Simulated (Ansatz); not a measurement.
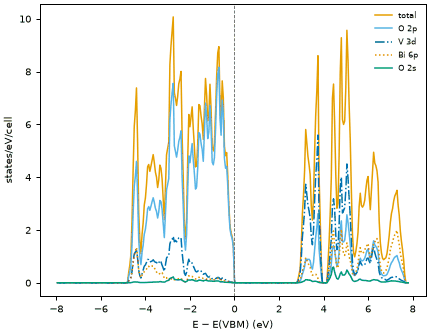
Total and projected density of states of VBiO4 in space group C2 (No. 5; V on 2a, Bi on 2b, O on 4c, O on 4c), plane-wave PAW PBEsol (Ansatz code)

**Question.** Which orbitals carry the states next to the gap?

**Answer.** Top 1 eV of the valence band: O 2p 91 %. Bottom 1 eV of the conduction band: V 3d 63 %, O 2p 22 %, Bi 6p 11 %. Projections are on Löwdin-orthogonalised atomic valence shells; empty p or d shells of many metals are not among them.

**Question.** Where is the tallest occupied peak in this window, and what makes it?

**Answer.** Near -2.8 eV, about 10 states/eV per cell; the largest projected share is O 2p.

The first step of the workflow began from a Materials Project structure, measured or hypothetical; the Crystallography Open Database copy checked does not list it. It is not the phase usual at ambient conditions (space group No. 88). Symmetry was held in the PBEsol relaxation; its stability against distortions is not shown here. No spin polarisation was allowed. No Hubbard U is applied. Scalar-relativistic: spin–orbit coupling is off unless named, which matters more the heavier the elements.

Potentials: the later of the program's two PAW sets.
